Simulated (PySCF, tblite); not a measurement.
**C₂H₁₀FN₂Si₂ radical, a small gas-phase stand-in for a defect centre (C site with back bonds N[SiH3], N[SiH3], F): EPR parameters**

What EPR parameters should one expect for `[CH2]C(F)(N[SiH3])N[SiH3]`? It is drawn as: carbon radical.

Programs: tblite 0.8.0 and PySCF 2.14.0. All values are calculated, for the isolated system unless a continuum is named. Atoms count from 0, parts from 1.

### 1 The system as given

17 atoms, charge 0, multiplicity 2; geometry: distance geometry start.

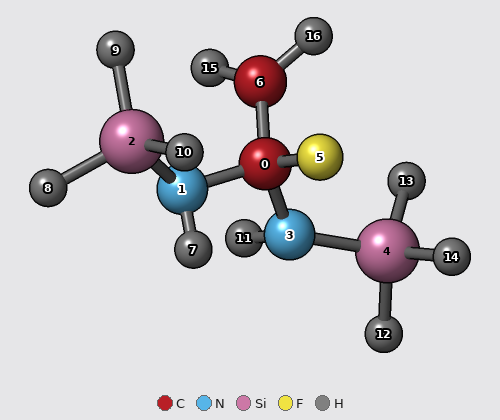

The starting geometry (carbon red, nitrogen blue, silicon pink, fluorine yellow, hydrogen grey), atoms numbered.

### 2 Geometry optimisation with GFN2-xTB

What the job is given:

```
{"job": {"kind": "relax", "xc": "GFN2-xTB", "basis": "xTB"}, "charge": 0, "multiplicity": 2}
C      0.005205    -0.140401     0.178914
N      1.169565     0.573694    -0.260354
Si     2.662560     0.523100     0.533291
N     -1.054377     0.471526    -0.582621
Si    -2.702119     0.243253    -0.337014
F     -0.189789     0.071973     1.480199
C      0.125549    -1.590695    -0.108241
H      0.852203     1.515610    -0.210299
H      3.574002     1.405036    -0.262560
H      3.165394    -0.879331     0.510574
H      2.495188     1.067344     1.899427
H     -0.818092     0.326082    -1.544791
H     -3.407005     1.129217    -1.295632
H     -3.034288    -1.158533    -0.613142
H     -3.043690     0.647023     1.062987
H      0.520001    -1.971975    -1.034503
H     -0.282356    -2.299932     0.624688
```

Level: GFN2-xTB geometry optimisation, gas phase.

Launch:

```
$ OMP_NUM_THREADS=1 python cluster_run.py task.json out
```

One launch serves the whole session: the jobs run in the order shown.

What it wrote:

```text
step      E/eV     max force
  0    -636.18720    2.290
  1    -636.38815    0.693
  2    -636.44044    0.521
  3    -636.46935    0.439
  4    -636.50565    0.455
  5    -636.54665    0.492
  6    -636.58751    0.520
  7    -636.61864    0.342
  8    -636.63653    0.348
  9    -636.64895    0.240
 10    -636.65866    0.242
 11    -636.66532    0.191
 12    -636.66910    0.141
 13    -636.67162    0.113
 14    -636.67396    0.112
 15    -636.67625    0.117
 16    -636.67855    0.145
 17    -636.68075    0.120
 18    -636.68282    0.097
 19    -636.68455    0.115
 20    -636.68589    0.093
 21    -636.68713    0.087
 22    -636.68867    0.106
 23    -636.69069    0.145
 24    -636.69309    0.150
 25    -636.69549    0.127
 26    -636.69775    0.108
 27    -636.69999    0.093
 28    -636.70196    0.111
 29    -636.70335    0.078
 30    -636.70441    0.070
 31    -636.70554    0.077
 32    -636.70699    0.113
 33    -636.70838    0.091
 34    -636.70922    0.065
 35    -636.70965    0.053
 36    -636.71002    0.064
 37    -636.71046    0.068
 38    -636.71083    0.048
 39    -636.71109    0.048
 40    -636.71130    0.041
 41    -636.71153    0.041
 42    -636.71180    0.058
 43    -636.71207    0.056
 44    -636.71237    0.045
 45    -636.71275    0.064
 46    -636.71323    0.063
 47    -636.71367    0.067
 48    -636.71401    0.053
 49    -636.71430    0.050
 50    -636.71470    0.069
 51    -636.71533    0.086
 52    -636.71616    0.115
 53    -636.71700    0.101
 54    -636.71773    0.075
 55    -636.71838    0.075
 56    -636.71889    0.052
 57    -636.71928    0.055
 58    -636.71965    0.056
 59    -636.72016    0.091
 60    -636.72088    0.100
 61    -636.72167    0.068
 62    -636.72219    0.045
 63    -636.72249    0.046
 64    -636.72278    0.046
 65    -636.72324    0.064
 66    -636.72377    0.054
 67    -636.72415    0.054
 68    -636.72441    0.044
 69    -636.72462    0.039
 70    -636.72482    0.034
 71    -636.72504    0.038
 72    -636.72525    0.045
 73    -636.72546    0.034
 74    -636.72566    0.039
 75    -636.72585    0.036
 76    -636.72604    0.045
 77    -636.72629    0.054
 78    -636.72660    0.046
 79    -636.72695    0.050
 80    -636.72728    0.044
 81    -636.72763    0.052
 82    -636.72806    0.058
 83    -636.72861    0.069
 84    -636.72918    0.071
 85    -636.72968    0.064
 86    -636.73005    0.061
 87    -636.73044    0.051
 88    -636.73082    0.044
 89    -636.73122    0.041
 90    -636.73163    0.038
 91    -636.73204    0.045
 92    -636.73241    0.045
 93    -636.73276    0.046
 94    -636.73302    0.049
 95    -636.73329    0.042
 96    -636.73355    0.037
 97    -636.73380    0.043
 98    -636.73400    0.029
 99    -636.73416    0.026
100    -636.73427    0.019
101    -636.73435    0.020
102    -636.73443    0.022
103    -636.73452    0.021
104    -636.73461    0.024
105    -636.73471    0.027
106    -636.73482    0.032
107    -636.73495    0.040
108    -636.73508    0.028
109    -636.73518    0.018
110    -636.73524    0.019
111    -636.73533    0.025
112    -636.73544    0.032
113    -636.73561    0.033
114    -636.73580    0.037
115    -636.73598    0.032
116    -636.73615    0.026
117    -636.73631    0.042
118    -636.73644    0.040
119    -636.73661    0.033
120    -636.73677    0.024
121    -636.73689    0.023
122    -636.73704    0.030
123    -636.73720    0.034
124    -636.73736    0.043
125    -636.73747    0.036
126    -636.73756    0.025
127    -636.73764    0.022
128    -636.73773    0.023
129    -636.73781    0.029
130    -636.73788    0.026
131    -636.73795    0.025
132    -636.73802    0.024
133    -636.73809    0.022
134    -636.73815    0.016
135    -636.73818    0.014
136    -636.73822    0.015
137    -636.73826    0.016
138    -636.73830    0.015
139    -636.73832    0.011
140    -636.73834    0.009
141    -636.73836    0.011
142    -636.73838    0.014
143    -636.73840    0.014
144    -636.73841    0.013
145    -636.73843    0.013
146    -636.73846    0.011
147    -636.73848    0.014
148    -636.73850    0.014
149    -636.73853    0.018
150    -636.73856    0.022
151    -636.73860    0.018
152    -636.73864    0.013
153    -636.73866    0.013
154    -636.73869    0.015
155    -636.73871    0.017
156    -636.73874    0.013
157    -636.73876    0.009
158    -636.73877    0.010
159    -636.73879    0.012
160    -636.73881    0.012
161    -636.73883    0.012
162    -636.73885    0.013
163    -636.73888    0.015
164    -636.73893    0.018
165    -636.73899    0.023
166    -636.73907    0.022
167    -636.73916    0.023
168    -636.73926    0.026
169    -636.73937    0.028
170    -636.73951    0.031
171    -636.73963    0.030
172    -636.73972    0.021
173    -636.73978    0.021
174    -636.73983    0.020
175    -636.73989    0.019
176    -636.73993    0.016
177    -636.73997    0.012
178    -636.73999    0.017
179    -636.74001    0.016
180    -636.74005    0.011
181    -636.74007    0.010
182    -636.74009    0.009
183    -636.74010    0.008
184    -636.74011    0.006
```

Run time: 16 s. Hardware: 1 thread of Intel Xeon Platinum 8259CL at 2.50GHz, shared host.

The steps of the relaxation:

```
step  energy from step 0 (eV)  largest force (eV/Å)
   0                   0.0000                2.2899
   7                  -0.4314                0.3425
  14                  -0.4868                0.1124
  21                  -0.4999                0.0870
  28                  -0.5148                0.1103
  35                  -0.5225                0.0530
  42                  -0.5246                0.0581
  49                  -0.5271                0.0504
  56                  -0.5317                0.0511
  63                  -0.5353                0.0460
  70                  -0.5376                0.0348
  77                  -0.5391                0.0539
  84                  -0.5420                0.0710
  91                  -0.5448                0.0445
  98                  -0.5468                0.0295
 105                  -0.5475                0.0268
 112                  -0.5482                0.0327
 119                  -0.5494                0.0337
 126                  -0.5504                0.0245
 133                  -0.5509                0.0216
 140                  -0.5511                0.0094
 147                  -0.5513                0.0139
 154                  -0.5515                0.0152
 161                  -0.5516                0.0118
 168                  -0.5521                0.0258
 175                  -0.5527                0.0191
 182                  -0.5529                0.0090
 184                  -0.5529                0.0055
```

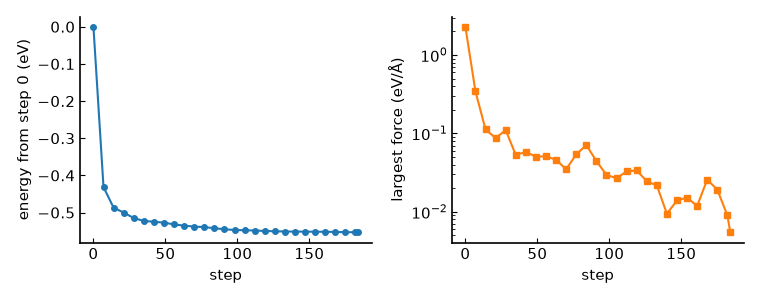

Energy and largest force along the relaxation.

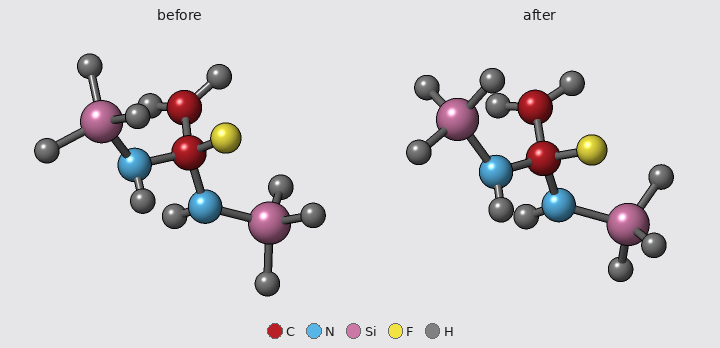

The geometry before (left) and after (right).

Distances of close pairs at the start and the end, largest changes first:

```
   bond  before (Å)  after (Å)  change (Å)
  C0–F5       1.333      1.413      +0.081
 N3–Si4       1.682      1.729      +0.048
 N1–Si2       1.692      1.734      +0.042
Si4–H14       1.497      1.460      -0.037
 Si2–H8       1.497      1.462      -0.035
  C0–N1       1.435      1.406      -0.029
 Si2–H9       1.490      1.463      -0.027
 C6–H16       1.098      1.072      -0.026
```

### 3 Relaxing the molecule at PBE0-D3(BJ)/def2-SVP

What the job is given:

```
{"job": {"xc": "PBE0", "basis": "def2-SVP", "d3": "d3bj", "grid": 2, "kind": "geom", "shake": 0.01}, "charge": 0, "multiplicity": 2}
C      0.017197    -0.077793     0.130310
N      1.090844     0.790354    -0.098208
Si     2.648361     0.404881     0.514830
N     -1.056023     0.254657    -0.773153
Si    -2.755753     0.227703    -0.309182
F     -0.537733     0.170362     1.415530
C      0.334813    -1.482083    -0.006841
H      0.829353     1.769433    -0.118244
H      3.427856     1.629105     0.261078
H      3.160805    -0.734461    -0.239673
H      2.678517     0.085771     1.960939
H     -0.800634     0.187318    -1.725374
H     -3.463021     0.491511    -1.579130
H     -3.163945    -1.056153     0.273455
H     -2.970636     1.295716     0.669083
H      0.814475    -1.783418    -0.897782
H     -0.263990    -2.173102     0.542451
```

What it wrote:

```text
step   0  E = -869.57083393  max force = 0.037004
step   1  E = -869.57933780  max force = 0.006109
step   2  E = -869.57954554  max force = 0.002811
step   3  E = -869.57964266  max force = 0.001647
step   4  E = -869.57969867  max force = 0.000512
step   5  E = -869.57971193  max force = 0.000718
step   6  E = -869.57972792  max force = 0.000472
step   7  E = -869.57974118  max force = 0.000589
step   8  E = -869.57974719  max force = 0.000484
step   9  E = -869.57974973  max force = 0.000218
optimisation converged
```

It took 7.5 min on 1 thread of Intel Xeon Platinum 8259CL at 2.50GHz, shared host; peak memory 0.92 GiB.

Step by step:

```
step  energy from step 0 (eV)  largest force component (eV/Å)
   0                   0.0000                          1.9028
   1                  -0.2314                          0.3141
   2                  -0.2371                          0.1445
   3                  -0.2397                          0.0847
   4                  -0.2412                          0.0263
   5                  -0.2416                          0.0369
   6                  -0.2420                          0.0243
   7                  -0.2424                          0.0303
   8                  -0.2425                          0.0249
   9                  -0.2426                          0.0112
```

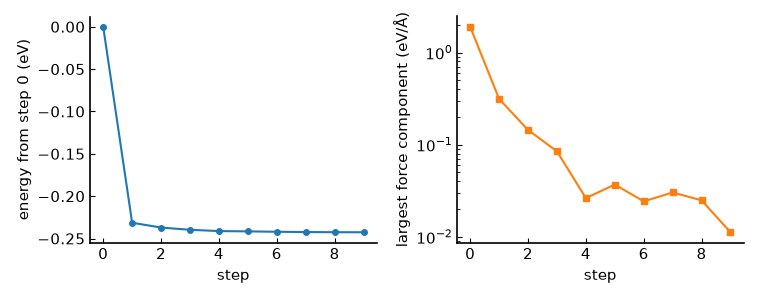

Energy and largest force along the relaxation.

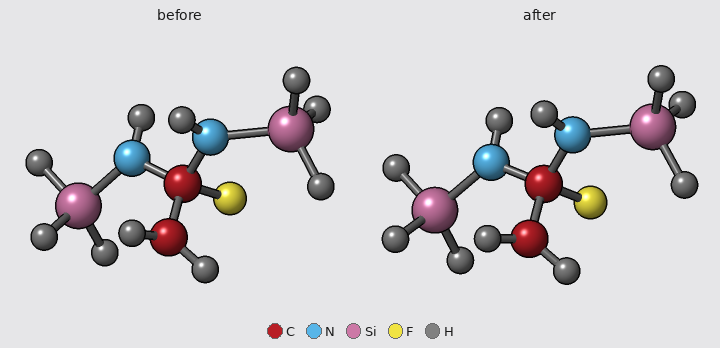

Before and after, at one scale.

Close pairs (by a distance rule), those that changed most:

```
   bond  before (Å)  after (Å)  change (Å)
  C0–C6       1.446      1.492      +0.046
 C6–H15       1.056      1.092      +0.036
 N1–Si2       1.718      1.753      +0.036
 Si2–H9       1.459      1.493      +0.034
Si4–H13       1.468      1.495      +0.027
Si4–H14       1.464      1.491      +0.027
 N3–H11       0.988      1.013      +0.025
 C6–H16       1.067      1.091      +0.024
```

The next job starts from the end point, and lists it.

```
                         at the end point                value
  point group (found at 0.08 Å tolerance)                   C1
rotational constants (GHz, main isotopes)  4.447, 0.856, 0.845
                        dipole moment (D)                 1.96
                                     ⟨S²⟩                0.755
```

### 4 g tensor and hyperfine couplings: B3LYP/IGLO-III+pcH-1

What the job is given:

```
{"job": {"kind": "epr"}, "charge": 0, "multiplicity": 2}
C     -0.049141    -0.080119     0.076301
N      1.088396     0.729881    -0.111416
Si     2.695456     0.328080     0.463113
N     -1.129283     0.346734    -0.773034
Si    -2.801343     0.356786    -0.262504
F     -0.584410     0.076975     1.372017
C      0.270063    -1.529798    -0.078748
H      0.838224     1.712927    -0.173222
H      3.489547     1.578158     0.278680
H      3.298161    -0.764768    -0.356493
H      2.744065    -0.083220     1.898845
H     -0.893016     0.350756    -1.758071
H     -3.570098     0.591018    -1.522384
H     -3.241660    -0.937869     0.341934
H     -3.105436     1.454391     0.699623
H      0.899283    -1.851310    -0.910887
H     -0.361686    -2.255499     0.435709
```

With the program's defaults for keys left out, this is: UKS B3LYP, IGLO-III on C F N Si, pcH-1 on H, non-relativistic, mean-field spin-orbit, GIAO.

What it wrote:

```text
UKS, coarse grid
  cycle   1  E = -870.61999500  |g| = 5.39e-01
  cycle   2  E = -870.51505199  |g| = 7.96e-01
  cycle   3  E = -870.71776444  |g| = 8.07e-02
  cycle   4  E = -870.71948107  |g| = 3.83e-02
  cycle   5  E = -870.72002136  |g| = 1.12e-02
  cycle   6  E = -870.72007098  |g| = 4.65e-03
  cycle   7  E = -870.72008343  |g| = 1.22e-03
  cycle   8  E = -870.72008460  |g| = 4.45e-04
UKS, final grid
  cycle   1  E = -870.72009501  |g| = 6.29e-04
  cycle   2  E = -870.72009470  |g| = 1.08e-03
  cycle   3  E = -870.72009518  |g| = 6.56e-05
  cycle   4  E = -870.72009518  |g| = 3.11e-05
  cycle   5  E = -870.72009519  |g| = 1.40e-05
E = -870.72009519 Eh   <S^2> = 0.7543 (exact 0.7500)
g shifts (ppm)      1          2          3
  rmc          -152       -152       -152
  gc             24         23         38
  oz_so         -35        339        525
  total        -162        210        411
hyperfine (MHz)  atom isotope    a_iso     a_fc   dipolar eigenvalues
    0   13C     -30.51     -30.52     -2.06     -1.10      3.16
    1   14N       1.74       1.74     -0.92     -0.42      1.34
    2  29Si      -5.70      -5.69     -0.47      0.17      0.29
    3   14N      12.20      12.21     -5.20     -5.06     10.26
    4  29Si       3.09       3.09     -0.85      0.18      0.67
    5   19F       5.27       5.20    -15.93    -11.04     26.96
    6   13C      92.70      92.85    -77.58    -77.09    154.67
    7    1H       5.22       5.22     -2.38     -1.68      4.06
    8    1H       8.04       8.04     -0.94     -0.80      1.74
    9    1H       8.92       8.92     -2.65     -2.22      4.86
   10    1H       1.28       1.28     -2.17     -1.89      4.06
   11    1H      -5.65      -5.65     -8.26     -2.01     10.27
   12    1H       1.33       1.33     -1.11     -0.91      2.02
   13    1H       1.63       1.63     -1.72     -1.38      3.10
   14    1H       1.58       1.58     -0.99     -0.87      1.87
   15    1H     -58.95     -58.97    -37.13     -1.02     38.15
   16    1H     -58.07     -58.08    -36.77     -1.60     38.37
```

It took 4 min on 1 thread of Intel Xeon Platinum 8259CL at 2.50GHz, shared host; peak memory 1.6 GiB.

Principal g values 2.00216, 2.00253, 2.00273; g(iso) = 2.00247, against 2.00232 for a free electron.

Hyperfine couplings, nucleus by nucleus at this fixed geometry (no averaging over rotations):

```
nuclei  isotope  a(iso) (MHz)  a(iso) (G, at g = 2.0023)  largest dipolar term (MHz)
    C6      13C          92.7                       33.1                       154.7
   H15       1H         -59.0                      -21.0                        38.1
   H16       1H         -58.1                      -20.7                        38.4
    C0      13C         -30.5                      -10.9                         3.2
    N3      14N          12.2                        4.4                        10.3
    H9       1H           8.9                        3.2                         4.9
    H8       1H           8.0                        2.9                         1.7
   Si2     29Si          -5.7                       -2.0                        -0.5
   H11       1H          -5.7                       -2.0                        10.3
    F5      19F           5.3                        1.9                        27.0
    H7       1H           5.2                        1.9                         4.1
   Si4     29Si           3.1                        1.1                        -0.8
    N1      14N           1.7                        0.6                         1.3
   H13       1H           1.6                        0.6                         3.1
```

Mulliken spin populations:

C0 -0.07; N1 0.01; Si2 0.01; N3 0.07; Si4 0.01; F5 0.00; C6 1.05; H7 0.00; H8 0.00; H9 0.00; H10 0.00; H11 0.00; H12 0.00; H13 0.00; H14 0.00; H15 -0.05; H16 -0.05

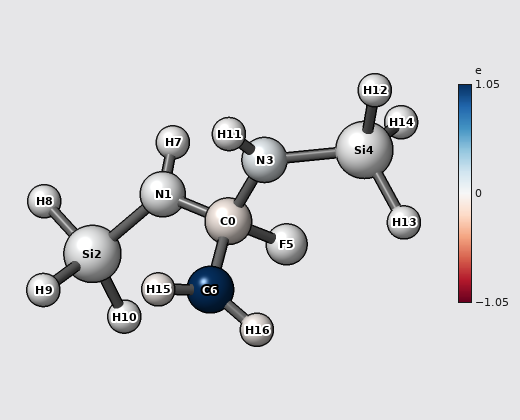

Mulliken spin populations, as colours on the atoms.

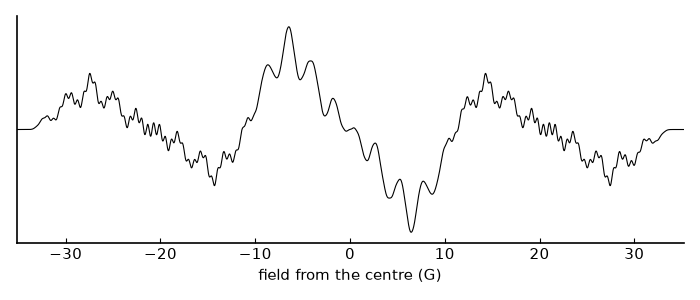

First-order isotropic spectrum (first derivative, main isotopes with spin only, couplings over 0.8 MHz, Gaussian width 0.3 G; couplings of the frozen geometry, rotation of groups not averaged beyond the rows shown).

### 5 g tensor and hyperfine couplings: BHandHLYP/IGLO-III+pcH-1

Settings changed since step 4:

```diff
@@ -1,2 +1,2 @@
-{"job": {"kind": "epr"}, "charge": 0, "multiplicity": 2}
+{"job": {"kind": "epr", "xc": "BHandHLYP"}, "charge": 0, "multiplicity": 2}
 C     -0.049141    -0.080119     0.076301
```

Method: UKS BHandHLYP, IGLO-III on C F N Si, pcH-1 on H, non-relativistic, mean-field spin-orbit, GIAO.

What it wrote:

```text
UKS, coarse grid
  cycle   1  E = -870.42043871  |g| = 4.87e-01
  cycle   2  E = -870.43650687  |g| = 5.13e-01
  cycle   3  E = -870.51487102  |g| = 5.41e-02
  cycle   4  E = -870.51603738  |g| = 2.82e-02
  cycle   5  E = -870.51639962  |g| = 8.43e-03
  cycle   6  E = -870.51645858  |g| = 3.48e-03
  cycle   7  E = -870.51647544  |g| = 1.43e-03
  cycle   8  E = -870.51647809  |g| = 5.29e-04
UKS, final grid
  cycle   1  E = -870.51648357  |g| = 3.98e-04
  cycle   2  E = -870.51648362  |g| = 3.85e-04
  cycle   3  E = -870.51648369  |g| = 8.04e-05
  cycle   4  E = -870.51648370  |g| = 6.27e-05
  cycle   5  E = -870.51648371  |g| = 9.29e-06
E = -870.51648371 Eh   <S^2> = 0.7558 (exact 0.7500)
g shifts (ppm)      1          2          3
  rmc          -151       -151       -151
  gc             21         25         38
  oz_so         -59        271        501
  total        -189        145        388
hyperfine (MHz)  atom isotope    a_iso     a_fc   dipolar eigenvalues
    0   13C     -38.30     -38.31     -1.95     -1.03      2.98
    1   14N       2.61       2.61     -0.85     -0.43      1.28
    2  29Si      -4.05      -4.04     -0.45      0.14      0.31
    3   14N      14.01      14.03     -4.36     -4.17      8.53
    4  29Si       2.83       2.83     -0.72      0.14      0.58
    5   19F       8.25       8.19    -15.40    -10.49     25.88
    6   13C     122.63     122.79    -78.50    -77.75    156.25
    7    1H       4.49       4.49     -2.33     -1.77      4.10
    8    1H       6.85       6.85     -0.93     -0.81      1.74
    9    1H       8.45       8.45     -2.68     -2.31      5.00
   10    1H       1.75       1.75     -2.21     -1.93      4.15
   11    1H      -5.77      -5.78     -7.67     -2.12      9.79
   12    1H       1.22       1.22     -1.04     -0.87      1.91
   13    1H       0.06       0.06     -1.69     -1.45      3.14
   14    1H       0.40       0.40     -0.95     -0.83      1.79
   15    1H     -70.93     -70.94    -38.79     -1.20     39.99
   16    1H     -69.44     -69.45    -38.40     -1.78     40.18
```

It took 4.3 min on 1 thread of Intel Xeon Platinum 8259CL at 2.50GHz, shared host; peak memory 1.5 GiB.

In short: g(iso) 2.00243.

### 6 Run by run: EPR parameters

g, ⟨S²⟩ and isotropic hyperfine couplings (MHz), with basis size and wall time:

```
                     run   g(iso)   ⟨S²⟩  13C C6  1H H15  1H H16  13C C0  14N N3  functions     time
    B3LYP/IGLO-III+pcH-1  2.00247  0.754    92.7   -59.0   -58.1   -30.5    12.2        363    4 min
BHandHLYP/IGLO-III+pcH-1  2.00243  0.756   122.6   -70.9   -69.4   -38.3    14.0        363  4.3 min
```

### 7 Outcome

```
                            quantity                 value
                         point group                    C1
rotational constants (main isotopes)  4.45, 0.86, 0.84 GHz
                      g(iso) (B3LYP)               2.00247
                                ⟨S²⟩    0.754 (exact 0.75)
                      largest a(iso)   13C on C6, 92.7 MHz
```

What this shows: The start of the PBE0/def2-SVP relaxation was shaken at random by about 0.01 Å, so part of the energy gained, and of the first lengths quoted, undoes that. The optimisation took 9 steps and gained 0.243 eV; among the close pairs (by a distance rule), C0–C6 changed most, from 1.446 to 1.492 Å (PBE0/def2-SVP). Most of the unpaired spin sits on C6 (1.05 e). The isotropic g lies 0.2 ppt above the free-electron value. The coupling of 13C on C6 runs from 92.7 (B3LYP/IGLO-III+pcH-1) to 122.6 MHz (BHandHLYP/IGLO-III+pcH-1). A capped cluster stands for the solid here, so long-range fields and strain are missing, and bands or shifts of the capping hydrogens have no counterpart in it.
